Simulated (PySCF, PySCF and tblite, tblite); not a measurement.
# C7H13B: a path driven as ring inversion, and NMR exchange, part 2 of 2

PySCF and tblite. Atoms count from 0. The steps go on from the part before.

## (7) Shieldings, saddle of leg 1: PBE0/pcSseg-1 in water

Job settings and geometry (Å):

```
{"job": {"kind": "nmr", "xc": "PBE0", "basis": "pcSseg-1", "solvent": "water", "pop": false}, "charge": 0, "multiplicity": 1}
C      3.437258     0.242607     0.606136
C      2.479046     0.268634    -0.301664
C      1.445094    -0.796842    -0.474628
B     -0.036064    -0.333056    -0.177321
C     -1.235759    -1.290577     0.174158
C     -2.512328    -0.424377     0.161589
C     -2.112468     1.053303    -0.049728
C     -0.577007     1.143442    -0.164211
H      4.152457     1.041152     0.708397
H      3.547829    -0.584127     1.289540
H      2.392283     1.113956    -0.972179
H      1.717903    -1.671372     0.120198
H      1.461080    -1.123125    -1.521208
H     -1.083093    -1.721627     1.167190
H     -1.337384    -2.146013    -0.495300
H     -3.065380    -0.537482     1.094262
H     -3.173595    -0.746186    -0.643543
H     -2.576296     1.433464    -0.960540
H     -2.476710     1.666656     0.774702
H     -0.285597     1.736567    -1.032050
H     -0.161270     1.675004     0.696198
```

Output:

```text
coarse grid: 16752 points
cycle   1  E = -298.8695840472  dE =  8.249e-01  |g| = 5.163e-01  |ddm| = 3.968e+00
cycle   2  E = -298.8654319194  dE =  4.152e-03  |g| = 5.442e-01  |ddm| = 9.519e-01
cycle   3  E = -298.9436098192  dE = -7.818e-02  |g| = 4.034e-02  |ddm| = 5.171e-01
cycle   4  E = -298.9438987975  dE = -2.890e-04  |g| = 1.955e-02  |ddm| = 5.084e-02
cycle   5  E = -298.9439934191  dE = -9.462e-05  |g| = 4.064e-03  |ddm| = 1.957e-02
cycle   6  E = -298.9439973945  dE = -3.975e-06  |g| = 8.730e-04  |ddm| = 3.916e-03
final grid: 159504 points
cycle   7  E = -298.9902658879  dE = -4.771e-05  |g| = 9.509e-03  |ddm| = 3.335e-02
cycle   8  E = -298.9902598037  dE =  6.084e-06  |g| = 1.077e-02  |ddm| = 1.756e-02
cycle   9  E = -298.9902898401  dE = -3.004e-05  |g| = 9.857e-04  |ddm| = 9.372e-03
cycle  10  E = -298.9902900637  dE = -2.236e-07  |g| = 2.439e-04  |ddm| = 7.859e-04
cycle  11  E = -298.9902900773  dE = -1.362e-08  |g| = 8.016e-05  |ddm| = 2.363e-04
cycle  12  E = -298.9902900789  dE = -1.533e-09  |g| = 1.918e-05  |ddm| = 8.054e-05
cycle  13  E = -298.9902900790  dE = -9.436e-11  |g| = 1.759e-06  |ddm| = 1.863e-05
converged SCF energy = -298.9902900790

GIAO shielding tensors (ppm)
atom      isotropic    diamagn.    paramagn.     s11        s22        s33       span
  0 C       71.358     253.404    -182.046    -37.503     94.094    157.484    194.987
  1 C       37.055     256.140    -219.085    -87.096     37.219    161.043    248.139
  2 C      149.384     252.524    -103.140    133.632    147.410    167.109     33.476
  3 B        4.007     185.748    -181.742    -49.372    -33.942     95.334    144.706
  4 C      157.820     254.224     -96.404    142.552    155.606    175.303     32.751
  5 C      159.501     246.695     -87.194    122.871    176.015    179.617     56.747
  6 C      159.034     246.614     -87.580    121.803    175.759    179.542     57.739
  7 C      159.281     253.422     -94.141    149.226    155.855    172.762     23.536
  8 H       26.621      28.477      -1.855     23.597     25.524     30.742      7.146
  9 H       26.513      31.275      -4.763     23.552     25.627     30.360      6.808
 10 H       24.933      31.866      -6.933     22.473     24.085     28.241      5.768
 11 H       28.979      33.027      -4.048     25.233     30.403     31.299      6.065
 12 H       29.443      30.493      -1.051     25.559     28.486     34.282      8.723
 13 H       30.204      32.075      -1.872     24.771     29.514     36.326     11.556
 14 H       30.049      31.719      -1.670     24.966     29.729     35.451     10.486
 15 H       29.590      29.672      -0.083     23.981     28.849     35.940     11.959
 16 H       29.749      29.657       0.092     23.945     29.077     36.227     12.282
 17 H       29.720      30.028      -0.308     23.827     29.189     36.144     12.317
 18 H       29.567      30.036      -0.470     23.913     28.950     35.837     11.925
 19 H       29.897      32.533      -2.636     24.214     30.045     35.434     11.220
 20 H       30.275      32.692      -2.417     24.380     30.311     36.136     11.756
```

It took 26 s on 1 thread of Arm Neoverse V2, shared host; peak memory 1.1 GiB.

Key values: HOMO -7.10 eV, LUMO -0.30 eV; dipole 0.66 D.

## (8) Shieldings, end: PBE0/pcSseg-1 in water

Job settings and geometry (Å):

```
{"job": {"kind": "nmr", "xc": "PBE0", "basis": "pcSseg-1", "solvent": "water", "pop": false}, "charge": 0, "multiplicity": 1}
C      3.390010     0.329538     0.640823
C      2.477399     0.245719    -0.309372
C      1.447294    -0.832838    -0.405734
B     -0.044058    -0.351906    -0.208099
C     -1.308970    -1.291353    -0.075836
C     -2.425745    -0.357270     0.419498
C     -2.101875     1.007527    -0.190786
C     -0.571698     1.131352    -0.104209
H      4.104504     1.134175     0.681206
H      3.461345    -0.408025     1.424167
H      2.429809     1.003222    -1.081123
H      1.688870    -1.629885     0.302067
H      1.511555    -1.286597    -1.401257
H     -1.205797    -2.172313     0.557948
H     -1.573213    -1.665131    -1.070221
H     -2.379802    -0.287371     1.508297
H     -3.422418    -0.704785     0.145067
H     -2.405903     1.016352    -1.239715
H     -2.623334     1.818815     0.317967
H     -0.179992     1.843977    -0.830100
H     -0.293783     1.526284     0.878142
```

Output:

```text
coarse grid: 16752 points
cycle   1  E = -298.8740047606  dE =  8.471e-01  |g| = 5.186e-01  |ddm| = 3.950e+00
cycle   2  E = -298.8674040804  dE =  6.601e-03  |g| = 5.557e-01  |ddm| = 9.575e-01
cycle   3  E = -298.9485289084  dE = -8.112e-02  |g| = 4.351e-02  |ddm| = 5.252e-01
cycle   4  E = -298.9488713712  dE = -3.425e-04  |g| = 2.051e-02  |ddm| = 5.441e-02
cycle   5  E = -298.9489759403  dE = -1.046e-04  |g| = 3.941e-03  |ddm| = 2.013e-02
cycle   6  E = -298.9489797006  dE = -3.760e-06  |g| = 7.489e-04  |ddm| = 3.806e-03
final grid: 159504 points
cycle   7  E = -298.9958719337  dE = -5.253e-05  |g| = 9.535e-03  |ddm| = 3.625e-02
cycle   8  E = -298.9958657699  dE =  6.164e-06  |g| = 1.085e-02  |ddm| = 1.794e-02
cycle   9  E = -298.9958961601  dE = -3.039e-05  |g| = 8.909e-04  |ddm| = 9.497e-03
cycle  10  E = -298.9958963388  dE = -1.788e-07  |g| = 2.581e-04  |ddm| = 7.632e-04
cycle  11  E = -298.9958963539  dE = -1.510e-08  |g| = 8.705e-05  |ddm| = 2.375e-04
cycle  12  E = -298.9958963557  dE = -1.796e-09  |g| = 2.152e-05  |ddm| = 8.685e-05
cycle  13  E = -298.9958963558  dE = -1.215e-10  |g| = 1.872e-06  |ddm| = 2.181e-05
converged SCF energy = -298.9958963558

GIAO shielding tensors (ppm)
atom      isotropic    diamagn.    paramagn.     s11        s22        s33       span
  0 C       70.860     253.647    -182.788    -38.365     93.662    157.283    195.648
  1 C       36.355     256.095    -219.740    -88.695     36.077    161.681    250.376
  2 C      149.421     252.689    -103.268    134.019    148.916    165.327     31.308
  3 B        5.586     186.058    -180.472    -48.041    -37.576    102.374    150.415
  4 C      155.745     254.465     -98.720    145.574    152.137    169.525     23.951
  5 C      156.202     248.856     -92.654    131.418    163.385    173.803     42.385
  6 C      156.285     248.440     -92.155    132.119    163.854    172.883     40.764
  7 C      156.870     253.342     -96.472    147.508    151.503    171.600     24.092
  8 H       26.565      28.493      -1.927     23.495     25.575     30.627      7.131
  9 H       26.499      31.393      -4.894     23.426     25.699     30.373      6.946
 10 H       24.940      31.754      -6.814     22.555     24.338     27.927      5.372
 11 H       29.057      32.807      -3.750     25.028     30.354     31.789      6.761
 12 H       29.290      30.519      -1.229     25.169     28.820     33.882      8.713
 13 H       30.099      32.066      -1.967     25.460     29.258     35.579     10.119
 14 H       30.658      31.513      -0.855     25.706     29.423     36.845     11.140
 15 H       30.291      31.199      -0.907     25.666     28.697     36.511     10.846
 16 H       29.655      29.424       0.231     24.659     27.704     36.600     11.941
 17 H       30.252      30.988      -0.736     25.394     28.789     36.575     11.181
 18 H       29.649      29.867      -0.218     24.617     27.874     36.457     11.840
 19 H       29.904      32.665      -2.761     24.570     29.821     35.321     10.752
 20 H       30.762      32.520      -1.758     25.172     30.295     36.817     11.645
```

Wall time 26 s (1 thread of Arm Neoverse V2, shared host); peak memory 1.1 GiB.

Key values: HOMO -7.12 eV, LUMO -0.32 eV; dipole 0.75 D.

## (9) Barriers, rates and exchange

Job settings and geometry (Å):

```
{"job": {"smiles": "C=CCB1CCCC1", "charge": 0, "mult": 1, "motion": "ring", "what": "5-membered ring", "atoms": [3, 4, 5, 6, 7], "ring": [3, 4, 5, 6, 7], "study": "path", "level": {"kind": "nmr", "xc": "PBE0", "basis": "pcSseg-1", "solvent": "water"}, "fields": [200, 270, 900], "first": 2, "seed": 104, "kind": "path"}, "charge": 0, "multiplicity": 1}
C      3.423362     0.322490     0.601487
C      2.473855     0.248141    -0.312641
C      1.444457    -0.833655    -0.380779
B     -0.042916    -0.351111    -0.161104
C     -1.273489    -1.277941     0.189682
C     -2.503639    -0.394027    -0.074006
C     -2.044897     1.029708     0.246958
C     -0.605720     1.118485    -0.287959
H      4.135461     1.130030     0.625206
H      3.529099    -0.426422     1.370105
H      2.390439     1.016106    -1.070952
H      1.707377    -1.633471     0.315500
H      1.480297    -1.280596    -1.381444
H     -1.231557    -1.519606     1.256437
H     -1.338004    -2.233105    -0.332046
H     -3.372459    -0.688728     0.515471
H     -2.774191    -0.458828    -1.130025
H     -2.705848     1.781291    -0.186034
H     -2.035793     1.171371     1.329602
H     -0.631229     1.396789    -1.346319
H     -0.033523     1.900025     0.212391
```

Output:

```text
stationary points (kcal/mol above the start)
  n  kind          group   xTB      DFT    lowest mode
  0  minimum      C1       0.00     0.00      33.1
  1  saddle       C1       2.90     3.67    -167.3
  2  minimum      C1       0.08     0.07       8.8

GFN2-xTB energies: T/K, barrier G, reaction G (kcal/mol), k forward, k back (1/s)
 150.00     2.64    -0.15   4.51e+08   2.75e+08
 200.00     2.66    -0.21   5.16e+09   3.03e+09
 250.00     2.71    -0.28   2.23e+10   1.28e+10
 298.15     2.77    -0.34   5.75e+10   3.24e+10
 350.00     2.87    -0.41   1.19e+11   6.62e+10
 400.00     2.97    -0.47   1.99e+11    1.1e+11
 500.00     3.22    -0.60   4.08e+11   2.23e+11

PBE0/pcSseg-1 + D3(BJ), IEF-PCM water energies: T/K, barrier G, reaction G (kcal/mol), k forward, k back (1/s)
 150.00     3.41    -0.15   3.33e+07   1.98e+07
 200.00     3.44    -0.22    7.3e+08    4.2e+08
 250.00     3.49    -0.28   4.67e+09   2.64e+09
 298.15     3.55    -0.35   1.55e+10   8.63e+09
 350.00     3.64    -0.41   3.88e+10   2.14e+10
 400.00     3.75    -0.48   7.49e+10   4.11e+10
 500.00     4.00    -0.61   1.87e+11   1.01e+11
```

It took 92 s on 1 thread of Arm Neoverse V2, shared host; peak memory 1.1 GiB. This counts the whole study up to here.

Barriers by level (kcal/mol; entropies in cal/(mol K)). Zero-point and thermal terms come from xTB in every row. ΔG‡ leaves symmetry out; the rate counts one path; effective ΔG‡, where given, is the barrier that would give that rate by Eyring's equation alone:

```tsv
level	ΔE‡	with zero-point	ΔH‡	ΔS‡	ΔG‡ (298 K)	ΔE of reaction	k at 298 K (1/s)	effective ΔG‡
GFN2-xTB	2.90	2.68	2.44	-1.1	2.77	0.08	5.8e+10	2.77
PBE0/pcSseg-1 + D3(BJ), IEF-PCM water	3.67	3.46	3.21	-1.1	3.55	0.07	1.6e+10	3.55
```

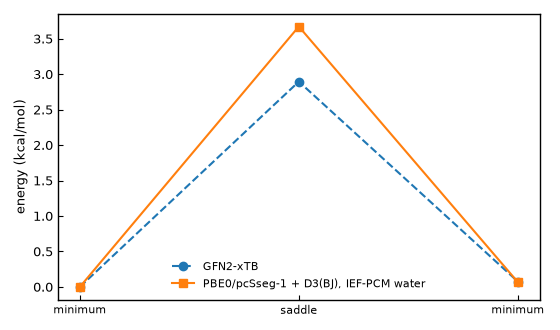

The xTB stationary points, at both levels.

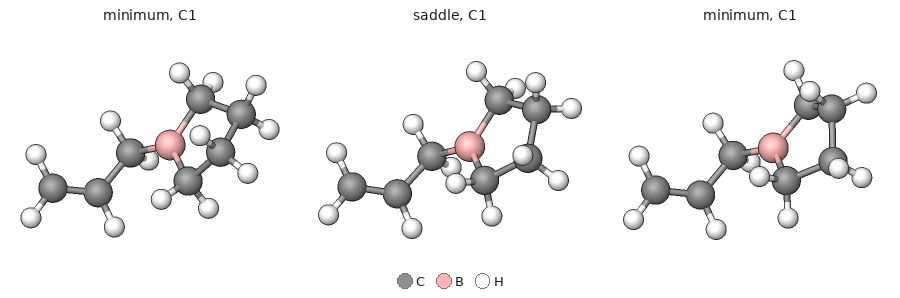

The stationary points in order.

Sites that the driver pairs across this motion, and where their lines would merge (no couplings; faster rotations or exchange between molecules can average them sooner):

```tsv
nucleus	sites: shielding (ppm)	proton frequency (MHz)	spread (Hz)	coalescence (K)	lines at 298 K
1H	H20: 30.01; H20 (end): 30.76	900	675	82	–
1H	H19: 30.59; H19 (end): 29.90	900	614	82	–
1H	H15: 29.63; H15 (end): 30.29	900	591	82	–
1H	H16: 30.30; H16 (end): 29.66	900	580	82	–
1H	H17: 29.64; H17 (end): 30.25	900	554	81	–
1H	H18: 30.26; H18 (end): 29.65	900	548	81	–
1H	H14: 30.07; H14 (end): 30.66	900	532	81	–
1H	H13: 30.68; H13 (end): 30.10	900	522	81	–
```

Rows that set an atom against itself at the end compare its shielding in the two forms.

## (10) Results

The summary covers parts 1 to 2.

| quantity | value |
| --- | --- |
| barrier (PBE0/pcSseg-1 + D3(BJ), IEF-PCM water) | ΔE‡ 3.7, ΔG‡(298 K) 3.5 kcal/mol |
| barrier (GFN2-xTB) | ΔE‡ 2.9 kcal/mol |
| rate at 298 K | 1.6e+10 s⁻¹ |
| end of the path | 0.1 kcal/mol from the start |

In words: DFT puts the top 3.7 kcal/mol above the start (xTB: 2.9); the rate from the DFT barrier is 1.6e+10 s⁻¹ at 298 K. An error of 1.4 kcal/mol changes that rate tenfold.
